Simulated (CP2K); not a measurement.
**C3H9Ga (trimethylgallium (TMGa)): GFN2-xTB**

Aim: the energy change on altering one bond length of C3H9Ga (trimethylgallium (TMGa)) at GFN2-xTB, from 2 runs. 

The results are computed with CP2K 2026.2.

5 further runs of the same task are left out: 2 that didn't finish, 3 set aside as unsound or not needed.

## Step 1: The molecule

C3H9Ga: 13 atoms, total charge 0, spin state singlet. SMILES: `C[Ga](C)C`. The shape is that of a PBE0-D4/def2-TZVP optimisation.

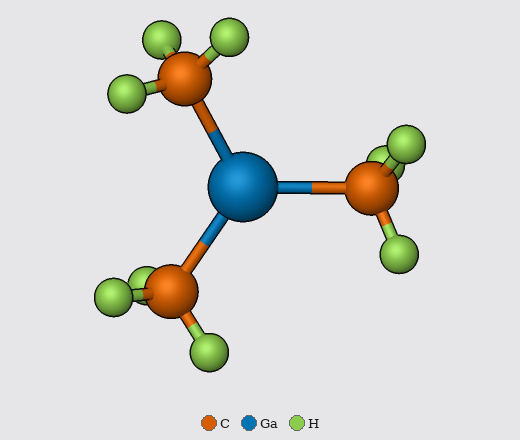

Viewed from a chosen angle; carbon orange, gallium blue, hydrogen green.

## Step 2: The energy at GFN2-xTB

molecule.xyz

```xyz
13

C     -0.386610     1.662740    -0.990030
Ga     0.030950    -0.015220    -0.033330
C      1.404300    -0.017040     1.387570
C     -0.984810    -1.662120    -0.433110
H      0.495980     2.295540    -1.105570
H     -1.118900     2.235600    -0.410630
H     -0.822360     1.479540    -1.974110
H      2.207150     0.693340     1.179140
H      1.838150    -1.007150     1.540450
H      0.944020     0.286540     2.334210
H     -1.317660    -1.695390    -1.472580
H     -1.882270    -1.692900     0.194460
H     -0.407960    -2.563490    -0.216480
```

gas.inp

```
&force_eval
   method QUICKSTEP
   &dft
      charge 0
      multiplicity 1
      &qs
         method XTB
         eps_default 1.0E-10
         &xtb
            gfn_type TBLITE
            &tblite
               method GFN2
            &end tblite
            check_atomic_charges F
         &end xtb
      &end qs
      &poisson
         periodic NONE
         poisson_solver ANALYTIC
      &end poisson
      &scf
         scf_guess ATOMIC
         eps_scf 1.0E-06
         max_scf 150
         added_mos 2
         &diagonalization
            algorithm STANDARD
         &end diagonalization
         &mixing
            method DIRECT_P_MIXING
            alpha 0.4
         &end mixing
         &smear ON
            method FERMI_DIRAC
            electronic_temperature [K] 300
         &end smear
      &end scf
      &print
         &moments
            periodic F
            reference COM
            max_moment 1
         &end moments
         &mo ON
            energies T
            occupation_numbers T
            ndigits 6
            &each
               qs_scf 0
            &end each
            add_last NUMERIC
         &end mo
         &hirshfeld OFF
         &end hirshfeld
      &end print
   &end dft
   &subsys
      &cell
         abc [angstrom] 16.1 16.9 16.3
         periodic NONE
      &end cell
      &topology
         coord_file_name molecule.xyz
         coord_file_format XYZ
         &center_coordinates
         &end center_coordinates
      &end topology
   &end subsys
&end force_eval

&global
   project_name gas
   run_type ENERGY
   print_level MEDIUM
&end global
```

On the command line:

```sh
$ OMP_NUM_THREADS=1 cp2k.psmp -i gas.inp > gas.out 2>&1
```

Output:

```text
CP2K| version string:                                       CP2K version 2026.2
[...]
 GLOBAL| Method name                                                        CP2K
[...]
 GLOBAL| Run type                                                         ENERGY
[...]
                             - Atoms:                                         13
[...]
                             - Spherical basis functions:                     30
[...]
 Number of electrons:                                                         24
[...]
  *** SCF run converged in    13 steps ***
[...]
  Fermi energy:                                                -0.21958815133253
[...]
 TB_DIPOLE| Moment [Debye]         -0.00357937      -0.00493689       0.00007560
 TB_DIPOLE| Derivative [a.u.]       0.00000000       0.00000000       0.00000000
[...]
 ENERGY| Total FORCE_EVAL ( QS ) energy [hartree]            -12.150669528181531
[...]
```

It took 2.5 s on 1 thread of Intel Xeon at 2.50GHz (Skylake/Cascade Lake), shared host; peak memory 0.18 GiB.

## Step 3: The distorted shape, same level

molecule.xyz

```xyz
13

C     -0.251975     1.667358    -1.084177
Ga     0.165585    -0.010602    -0.127477
C      1.538935    -0.012422     1.293423
C     -0.850175    -1.657502    -0.527257
H      0.630615     2.300158    -1.199717
H     -0.984265     2.240218    -0.504777
H     -0.687725     1.484158    -2.068257
H      2.341785     0.697958     1.084993
H      1.972785    -1.002532     1.446303
H      1.078655     0.291158     2.240063
H     -1.183025    -1.690772    -1.566727
H     -1.882270    -1.692900     0.194460
H     -0.273325    -2.558872    -0.310627
```

qs.inp

```
&FORCE_EVAL
  METHOD QUICKSTEP
  &DFT
    CHARGE 0
    MULTIPLICITY 1
    &QS
      METHOD XTB
      EPS_DEFAULT 1.0E-10
      &XTB
        GFN_TYPE TBLITE
        &TBLITE
          METHOD GFN2
        &END TBLITE
        CHECK_ATOMIC_CHARGES F
      &END XTB
    &END QS
    &POISSON
      PERIODIC NONE
      POISSON_SOLVER ANALYTIC
    &END POISSON
    # SCF settings
    &SCF
      SCF_GUESS ATOMIC
      EPS_SCF 1.0E-06
      MAX_SCF 150
      ADDED_MOS 2
      &DIAGONALIZATION
        ALGORITHM STANDARD
      &END DIAGONALIZATION
      &MIXING
        METHOD DIRECT_P_MIXING
        ALPHA 0.4
      &END MIXING
      &SMEAR ON
        METHOD FERMI_DIRAC
        ELECTRONIC_TEMPERATURE [K] 300
      &END SMEAR
    &END SCF
    &PRINT
      &MOMENTS
        PERIODIC F
        REFERENCE COM
        MAX_MOMENT 1
      &END MOMENTS
      &MO ON
        ENERGIES T
        OCCUPATION_NUMBERS T
        NDIGITS 6
        &EACH
          QS_SCF 0
        &END EACH
        ADD_LAST NUMERIC
      &END MO
      &HIRSHFELD OFF
      &END HIRSHFELD
    &END PRINT
  &END DFT
  # atoms, cell and kinds
  &SUBSYS
    &CELL
      ABC [angstrom] 16.2 16.9 16.3
      PERIODIC NONE
    &END CELL
    &TOPOLOGY
      COORD_FILE_NAME molecule.xyz
      COORD_FILE_FORMAT XYZ
      &CENTER_COORDINATES
      &END CENTER_COORDINATES
    &END TOPOLOGY
  &END SUBSYS
&END FORCE_EVAL

&GLOBAL
  PROJECT_NAME qs
  RUN_TYPE ENERGY
  PRINT_LEVEL MEDIUM
&END GLOBAL
```

On the command line:

```sh
$ OMP_NUM_THREADS=1 cp2k.psmp -i qs.inp > qs.out 2>&1
```

Output:

```text
CP2K| version string:                                       CP2K version 2026.2
[...]
 GLOBAL| Method name                                                        CP2K
[...]
 GLOBAL| Run type                                                         ENERGY
[...]
                             - Atoms:                                         13
[...]
                             - Spherical basis functions:                     30
[...]
 Number of electrons:                                                         24
[...]
  *** SCF run converged in    13 steps ***
[...]
  Fermi energy:                                                -0.22257604067053
[...]
 TB_DIPOLE| Moment [Debye]          0.07579312      -0.02647281      -0.07150207
 TB_DIPOLE| Derivative [a.u.]       0.00000000       0.00000000       0.00000000
[...]
 ENERGY| Total FORCE_EVAL ( QS ) energy [hartree]            -12.140317667731184
[...]
```

Run time: 1.7 s. Hardware: 1 thread of Intel Xeon at 2.50GHz (Skylake/Cascade Lake), shared host; peak memory 0.19 GiB.

## Step 4: Results

At GFN2-xTB:

```
                                                          quantity          value
                                         first shape: total energy   -12.15067 Eh
            first shape: dipole moment (from atomic charges alone)         0.01 D
                                          first shape: HOMO energy      -10.28 eV
                                          first shape: LUMO energy       -5.08 eV
                                        first shape: HOMO–LUMO gap        5.20 eV
                                    first shape: dispersion energy  -14.92 kJ/mol
                                     distorted shape: total energy   -12.14032 Eh
        distorted shape: dipole moment (from atomic charges alone)         0.11 D
                                      distorted shape: HOMO energy      -10.29 eV
                                      distorted shape: LUMO energy       -5.16 eV
                                    distorted shape: HOMO–LUMO gap        5.13 eV
                                distorted shape: dispersion energy  -14.96 kJ/mol
energy change with the C4–H12 bond stretched from 1.096 to 1.260 Å       0.282 eV
```

In words: With the C4–H12 bond stretched from 1.096 to 1.260 Å the energy rises by 0.28 eV (6.5 kcal/mol). The first shape isn't relaxed at this level, so the change isn't measured from a minimum. The dipole (distorted shape) comes from point charges on the atoms alone, without atomic dipoles, so it is partial.
